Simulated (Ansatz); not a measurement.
# Cd2C (model cell, started as antifluorite): relaxing the cell for a phonon run

Task: relax Cd2C (model cell, started as antifluorite) tightly.

Program: Ansatz 0.2.0. Level of theory: DFT PBEsol, scalar-relativistic, plane waves, PAW. Results are calculated unless marked as measured.

The structure was built from a prototype and need not be the compound's stable phase.

### Step 1. The structure

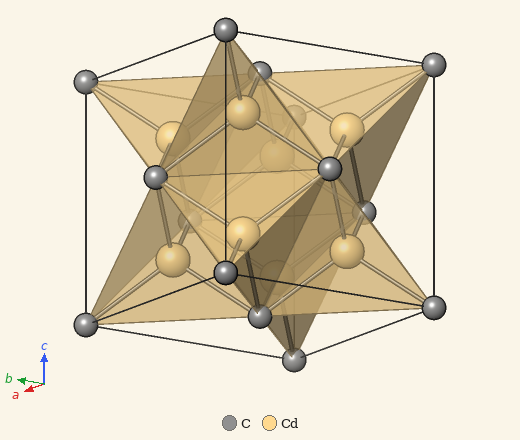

Start, viewed from a free direction; carbon grey, cadmium orange. This picture shows the conventional cell, with its axes. Some periodic images of atoms are drawn too.

### Step 2. Probe on a coarse mesh

First a cheap look: the gap decides the mesh and the occupations, the pressure tells how far the cell has to move.

The input, input.yaml:

```yaml
crystal:
  lattice:
    - [0.0, 2.71586, 2.71586]
    - [2.71586, 0.0, 2.71586]
    - [2.71586, 2.71586, 0.0]
  atoms:
    - { symbol: C, position: [0.0, 0.0, 0.0] }
    - { symbol: Cd, position: [0.25, 0.25, 0.25] }
    - { symbol: Cd, position: [0.75, 0.75, 0.75] }
kpoints:
  mp_grid: { grid: [6, 6, 6] }
hamiltonian:
  xc: pbesol
scf:
  occupations: { method: gaussian, width: 0.1 }
output:
  forces: true
  stress: true
  eigenvalues: true
```

Run with:

```
$ ansatz run input.yaml --threads 4 --pin off --max-ram 7168MiB --backend cpu --events-out ev --progress --plain --runs-dir out
```

Numbers of over 12 decimals in the logs are rounded to 6 here.

Log:

```text
Engine: ansatz 0.2.0, x86_64-unknown-linux-gnu
Pseudopotentials: kind: paw
Pseudopotential: C, paw, valence charge 4, recommended cutoff 420 eV (normal), C.paw.azcp
Pseudopotential: Cd, paw, valence charge 20, recommended cutoff 420 eV (normal), Cd.paw.azcp
Functional definition: PBEsol
  exchange = pbesol_x
  correlation = pbesol_c
Crystal: 3 atoms, lattice volume = 40.064 Å³
[...]
k-point 0: bands = [... 18 lower, 10.6382, 16.9591, 18.6708, 18.6708, 18.6708, 22.6064, 22.6064, 22.6064, ... 1 higher]
  k-point 1: bands = [... 18 lower, 10.3538, 16.0292, 18.3142, 18.3142, 18.5511, 22.1803, 23.3049, 23.3049, ... 1 higher]
  k-point 2: bands = [... 18 lower, 9.6651, 13.3706, 17.8386, 17.8386, 18.7135, 22.6129, 24.0111, 24.0111, ... 1 higher]
  k-point 15: bands = [... 18 lower, 10.7308, 13.6885, 13.9297, 14.2228, 21.1070, 22.4847, 24.2083, 24.3662, ... 1 higher]
[key lines of the parts left out:]
SCF converged after 6 iterations
Free energy (F): -16610.846706 eV
Fermi energy:    18.503945 eV
P = ⅓ Tr σ = 28.9851 GPa (289.851 kbar)
```

Elapsed: 0.37 s, on 4 threads of AMD EPYC 9R14 (Zen 4), shared host; peak memory 0.35 GiB.

Numbers from this step:

```yaml
pressure: 28.99 GPa
volume_per_atom: 13.35 Å³
gap_on_the_k_mesh: 0 eV
```

The coarse mesh shows no gap and a pressure of 29.0 GPa.

### Step 3. Rough relaxation

A rough relaxation comes first, because large forces or stress need no tight tolerances yet.

input.yaml, as its differences from that of step 2:

```diff
@@ -19 +19,6 @@
   eigenvalues: true
+relax:
+  adjacent_minimum: "off"
+  f_tol: 0.05
+  max_steps: 80
+  cell: { stress_tol: 0.5 }
```

Log:

```text
[...]
Crystal: 3 atoms, lattice volume = 40.064 Å³
Basis set: ecut = 420 eV, 749 PW (Γ), exchange–correlation on 54×54×54 points (8 copies of the dense FFT grid, shifted against one another)
Bands: 27, of which v1, the nominal top of the filled ones, is band 22 counted from 1 (21 counted from 0)
Symmetry: 48 space group operations
[...]
k-points: 16 of 216
[...]
--- Relaxed structure (4 steps of the walk, 4 accepted, 1 SCFs on fresh bases) ---
  F+E_penalty+E_count = -16611.46065363 eV   max|allowed force component| = 6.014e-17 eV/Å   (the final SCF, on the basis selected at the relaxed cell)
  cell:  # Å, volume = 48.2419 Å³
    - [0, 2.889337, 2.889337]
    - [2.889337, 0, 2.889337]
    - [2.889337, 2.889337, 0]
  atoms:
    - { symbol: C, position: [0, 0, 0] }
    - { symbol: Cd, position: [0.25, 0.25, 0.25] }
    - { symbol: Cd, position: [0.75, 0.75, 0.75] }
[key lines of the parts left out:]
SCF converged after 6 iterations
Free energy (F): -16611.460654 eV
Fermi energy:    14.303636 eV
P = ⅓ Tr σ = 0.2352 GPa (2.352 kbar)
```

Run time: 1.5 s. Hardware: 4 threads; peak memory 0.39 GiB; 4.5 s of CPU time.

Relaxation path:

```tsv
step	energy less that of the first step (eV)	largest force component (eV/Å)	pressure (GPa)	volume (Å³)
1	0.0000	0.0000	28.99	40.06
2	-0.5744	0.0000	4.62	46.21
3	-0.5985	0.0000	1.32	47.60
4	-0.6004	0.0000	-0.06	48.24
5*	-0.6139	0.0000	0.24	48.24
```

Relaxation steps marked * repeat the geometry before them on a plane-wave basis chosen anew for their cell, so energy and pressure can jump there.

Forces are held to the 48 operations that the run works with; a distortion that breaks them can't arise in this run.

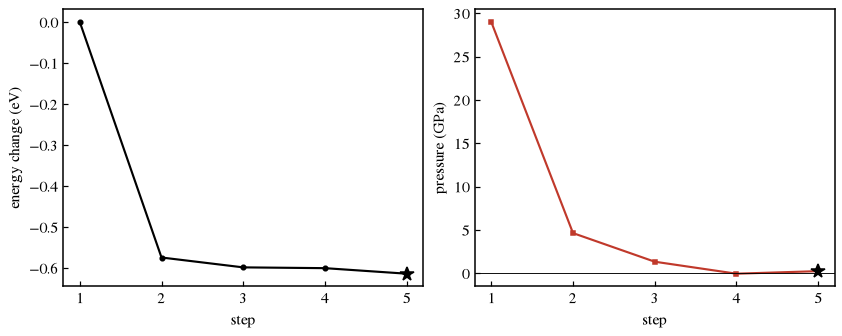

Energy and pressure along the relaxation. Stars mark steps on a basis chosen anew.

```tsv
conventional cell, symmetrised	before	after	change
a (Å)	5.432	5.779	+6.4 %
b (Å)	5.432	5.779	+6.4 %
c (Å)	5.432	5.779	+6.4 %
volume (Å³/atom)	13.35	16.08	+20.4 %
```

The relaxed structure:

```cif
data_structure
_symmetry_space_group_name_H-M 'P 1'
_symmetry_Int_Tables_number 1
_cell_length_a 4.0861
_cell_length_b 4.0861
_cell_length_c 4.0861
_cell_angle_alpha 60.000
_cell_angle_beta 60.000
_cell_angle_gamma 60.000
_cell_volume 48.24
loop_
_atom_site_label
_atom_site_type_symbol
_atom_site_fract_x
_atom_site_fract_y
_atom_site_fract_z
_atom_site_occupancy
C1 C 0.00000 0.00000 0.00000 1
Cd2 Cd 0.25000 0.25000 0.25000 1
Cd3 Cd 0.75000 0.75000 0.75000 1
```

Numbers from this step:

| Property | Result |
| --- | --- |
| pressure | 0.2352 GPa |
| volume per atom | 16.08 Å³ |

In this step the volume went from 13.35 to 16.08 Å³/atom.

### Step 4. Relaxation

Harmonic phonons are second derivatives at a point where the forces vanish, and they are wanted at zero stress, so atoms and cell are relaxed first.

input.yaml, the sections that differ from step 3:

```yaml
crystal:
  lattice:
    - [0.0, 2.8893372901, 2.8893372901]
    - [2.8893372901, 0.0, 2.8893372901]
    - [2.8893372901, 2.8893372901, 0.0]
  atoms:
    - { symbol: C, position: [0.0, 0.0, 0.0] }
    - { symbol: Cd, position: [0.25, 0.25, 0.25] }
    - { symbol: Cd, position: [0.75, 0.75, 0.75] }
kpoints:
  mp_grid: { grid: [12, 12, 12] }
relax:
  adjacent_minimum: "off"
  f_tol: 0.005
  max_steps: 80
  cell: { stress_tol: 0.05 }
# hamiltonian, scf, output: as in step 3
```

Log:

```text
[...]
Crystal: 3 atoms, lattice volume = 48.242 Å³
Basis set: ecut = 420 eV, 941 PW (Γ), exchange–correlation on 60×60×60 points (8 copies of the dense FFT grid, shifted against one another)
Bands: 27, of which v1, the nominal top of the filled ones, is band 22 counted from 1 (21 counted from 0)
Symmetry: 48 space group operations
[...]
k-points: 72 of 1728
[...]
SCF iter   1: F=—  HF=-16611.513473 eV  |F-HF|=—  |Δ(HF+E_count)|=         —  Δρ=9.40e-3  dr2=5.38e-2  ethr=1.77e-3  ⟨swp⟩=5.3  Hψ=7058  notcnv=0
[...]
SCF iter   7: F=-16611.499553 eV  HF=-16611.499553 eV  |F-HF|=1.07e-8  |Δ(HF+E_count)|=   2.65e-7  Δρ=5.67e-6  dr2=9.11e-9  ethr=2.27e-10  ⟨swp⟩=7.3  Hψ=7857  notcnv=0
SCF 1 converged in 7 iterations: F = -16611.499553 eV  dr2 = 9.11e-9
[...]
relax step   1: F+E_penalty+E_count = -16611.49955329 eV  Δ(F+E_penalty+E_count) = +0.000e0 eV  max|allowed force component| = 1.696e-17 eV/Å  Δτ_max = 0.0000 Å  P = -0.101 GPa  Ω = 48.242 Å³  (7 SCF iters, dr2 threshold 1.00e-7 eV, accepted)
Crystal: 3 atoms, lattice volume = 48.170 Å³
[...]
SCF iter   4: F=-16611.499628 eV  HF=-16611.499628 eV  |F-HF|=6.18e-10  |Δ(HF+E_count)|=   4.26e-9  Δρ=2.17e-6  dr2=1.37e-9  ethr=5.77e-11  ⟨swp⟩=4.8  Hψ=7314  notcnv=0
SCF 2 converged in 4 iterations: F = -16611.499628 eV  dr2 = 1.37e-9
relax step   2: F+E_penalty+E_count = -16611.49962795 eV  Δ(F+E_penalty+E_count) = -7.466e-5 eV  max|allowed force component| = 3.547e-17 eV/Å  Δτ_max = 0.0000 Å  P = +0.049 GPa  Ω = 48.170 Å³  energy of the carried Pulay correction = +6.313e-5 eV  (4 SCF iters, dr2 threshold 2.54e-8 eV, accepted)
[...]
SCF iter   4: F=-16611.499566 eV  HF=-16611.499566 eV  |F-HF|=3.64e-12  |Δ(HF+E_count)|=  2.18e-11  Δρ=1.85e-7  dr2=3.78e-12  ethr=1.00e-12  ⟨swp⟩=4.0  Hψ=8516  notcnv=0
SCF 3 converged in 4 iterations: F = -16611.499566 eV  dr2 = 3.78e-12
relax step   3: F+E_penalty+E_count = -16611.49956609 eV  Δ(F+E_penalty+E_count) = +6.186e-5 eV  max|allowed force component| = 2.390e-17 eV/Å  Δτ_max = 0.0000 Å  P = +0.049 GPa  Ω = 48.170 Å³  stress off target by 4.85e-2 GPa  SCF on the basis re-selected at this cell (its energy is not comparable with the rows above)  (4 SCF iters)
basis re-selected at this cell: Δ(F+E_penalty+E_count) = +6.186e-5 eV, ΔP = -0.001 GPa vs the last step (what re-selecting the basis moved, of the pressure what is left beyond the Pulay correction that the steps carried, after the strain that the cell walked since its last selection, with what the two solves' SCF thresholds leave and, on support functions, any second-order correction that the steps lacked; it is no m [...]
SCF converged after 4 iterations
Free energy (F): -16611.499566 eV
[...]
Internal energy: -16611.498055 eV  (E = F + TS)
E sigma→0 (E₀):  -16611.498811 eV
Entropy (-TS):   -0.001511 eV (-0.504 meV/atom)
Fermi energy:    14.457126 eV
[...]
--- Stress (GPa, compression-positive) ---
        0.048539      -0.000000      -0.000000
       -0.000000       0.048539      -0.000000
       -0.000000      -0.000000       0.048539
  P = ⅓ Tr σ = 0.0485 GPa (0.485 kbar)
--- Band table (eV; the first three rows and the last of 72) ---
  k-point 0: bands = [... 18 lower, 6.7503, 12.6749, 14.6294, 14.6294, 14.6294, 18.3815, 18.3815, 18.3815, ... 1 higher]
  k-point 1: bands = [... 18 lower, 6.7021, 12.4935, 14.5418, 14.5418, 14.5898, 18.1079, 18.5492, 18.5492, ... 1 higher]
  k-point 2: bands = [... 18 lower, 6.5638, 11.9072, 14.3361, 14.3361, 14.4862, 17.8174, 18.9498, 18.9498, ... 1 higher]
  k-point 71: bands = [... 18 lower, 7.1793, 10.3316, 10.3316, 10.7133, 18.0275, 18.4156, 18.6258, 18.6258, ... 1 higher]
--- Relaxed structure (2 steps of the walk, 2 accepted, 1 SCFs on fresh bases) ---
[...]
cell:  # Å, volume = 48.1703 Å³
    - [0, 2.887906, 2.887906]
    - [2.887906, 0, 2.887906]
    - [2.887906, 2.887906, 0]
  atoms:
    - { symbol: C, position: [0, 0, 0] }
    - { symbol: Cd, position: [0.25, 0.25, 0.25] }
    - { symbol: Cd, position: [0.750000, 0.750000, 0.750000] }
```

Elapsed: 2.2 s, on 4 threads; peak memory 0.47 GiB.

Little changed from the start: no atom moved by 0.005 Å and no cell edge by 0.1 %.

This step gave:

```yaml
pressure: 0.04854 GPa
volume_per_atom: 16.06 Å³
```

In this step the volume went from 16.08 to 16.06 Å³/atom.

### Step 5. Tight relaxation

Phonons need a cell at rest on their own settings, so the relaxation is repeated with tight tolerances on forces and stress, using the mesh and the filling of the phonon run that follows.

The input, input.yaml:

```yaml
crystal:
  lattice:
    - [0.0, 2.8879061125, 2.8879061125]
    - [2.8879061125, 0.0, 2.8879061125]
    - [2.8879061125, 2.8879061125, 0.0]
  atoms:
    - { symbol: C, position: [0.0, 0.0, 0.0] }
    - { symbol: Cd, position: [0.25, 0.25, 0.25] }
    - { symbol: Cd, position: [0.75, 0.75, 0.75] }
kpoints:
  mp_grid: { grid: [12, 12, 12] }
hamiltonian:
  xc: pbesol
scf:
  occupations: { method: methfessel_paxton, width: 0.2 }
output:
  forces: true
  stress: true
  eigenvalues: true
  write_density: true
  write_potential: true
  elf: true
  volumetric_format: npy
relax:
  adjacent_minimum: "off"
  f_tol: 0.001
  max_steps: 60
  cell: { stress_tol: 0.01 }
```

Log:

```text
[...]
Crystal: 3 atoms, lattice volume = 48.170 Å³
Basis set: ecut = 420 eV, 941 PW (Γ), exchange–correlation on 60×60×60 points (8 copies of the dense FFT grid, shifted against one another)
Bands: 27, of which v1, the nominal top of the filled ones, is band 22 counted from 1 (21 counted from 0)
Symmetry: 48 space group operations
[...]
k-points: 72 of 1728
[...]
--- Relaxed structure (3 steps of the walk, 3 accepted, 1 SCFs on fresh bases) ---
[...]
cell:  # Å, volume = 48.1932 Å³
    - [0, 2.888365, 2.888365]
    - [2.888365, 0, 2.888365]
    - [2.888365, 2.888365, 0]
  atoms:
    - { symbol: C, position: [0, 0, 0] }
    - { symbol: Cd, position: [0.25, 0.25, 0.25] }
    - { symbol: Cd, position: [0.750000, 0.750000, 0.750000] }
[key lines of the parts left out:]
SCF converged after 5 iterations
Free energy (F): -16611.498759 eV
Fermi energy:    14.444579 eV
P = ⅓ Tr σ = 0.0003 GPa (0.003 kbar)
```

Elapsed: 2.8 s, on 4 threads; peak memory 0.48 GiB; 9.5 s of CPU time.

Little changed from the start: no atom moved by 0.005 Å and no cell edge by 0.1 %.

Numbers from this step:

| Quantity | Value |
| --- | --- |
| pressure | 3.19e-4 GPa |

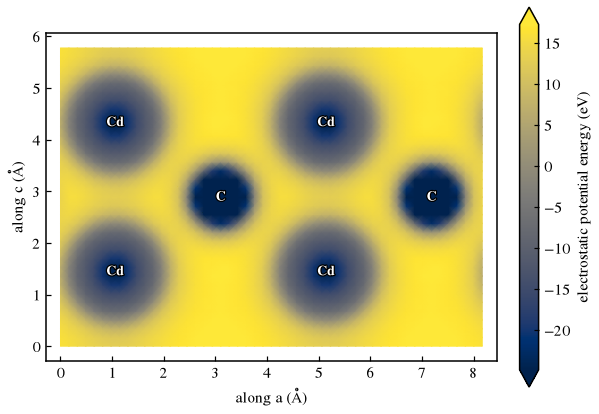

Electrostatic potential energy in the ac plane of a cell with a along [110], b along [-110] and c along [001] of the cube at fractional y = 0.000, with atoms of C and Cd within 0.2 Å of it. With pseudopotentials it is smooth inside the atoms' cores, unlike the true potential. The map starts off the cell's origin, so that atoms lie inside it.

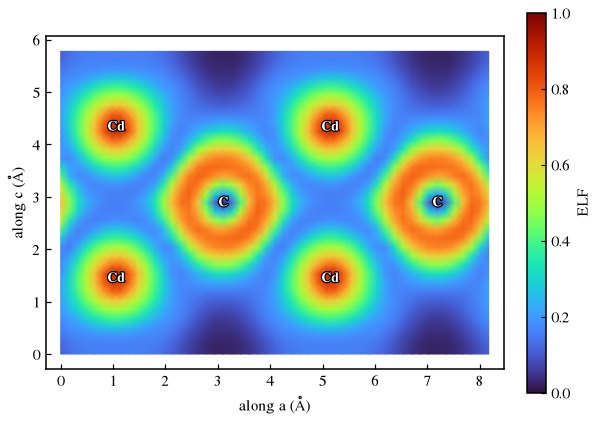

ELF in the ac plane of a cell with a along [110], b along [-110] and c along [001] of the cube at fractional y = 0.000, with atoms of C and Cd within 0.2 Å of it. It is the smooth field of the valence electrons, not physical close to the nuclei. The map starts off the cell's origin, so that atoms lie inside it.

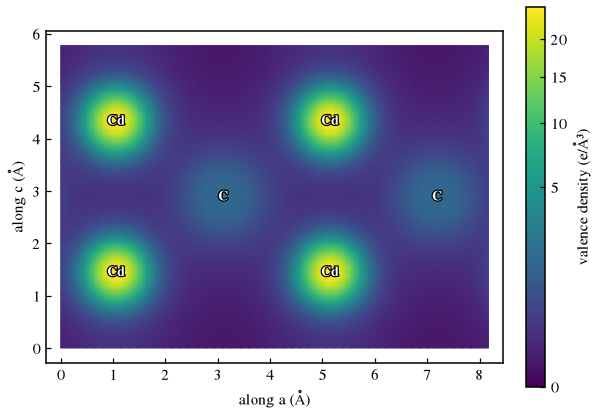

Valence density in the ac plane of a cell with a along [110], b along [-110] and c along [001] of the cube at fractional y = 0.000, with atoms of C and Cd within 0.2 Å of it. It is the smooth field of the valence electrons, not physical close to the nuclei. The map starts off the cell's origin, so that atoms lie inside it. The colour scale is stretched toward low values.

The forces vanish by symmetry and the pressure is 0.000 GPa, within the tolerances set. The cell now holds 16.06 Å³/atom.

### Step 6. Results

| Property | Result |
| --- | --- |
| space group after relaxation (within 0.01 Å) | Fm-3m |
| lattice constant a | 5.777 Å |
| lattice constant b | 5.777 Å |
| lattice constant c | 5.777 Å |
| volume per atom | 16.1 Å³ |

The forces vanish by symmetry and the pressure is 0.000 GPa, within the tolerances set. The cell now holds 16.06 Å³/atom. The relaxation keeps the symmetry of its start, so it says nothing on stability against lower symmetry. The starting cell was built on a prototype and not taken from a measurement, so the phase need not exist.

[Logs are printed without paths, hosts, clocks, repeated set-up lines and the standing remarks that a program may print on its own settings, such as how far it seeks lower states.]

[Hosts, paths, dates, database ids (printed as entryN), source tags and the programs' standing remarks are cut or masked in the printed files.]
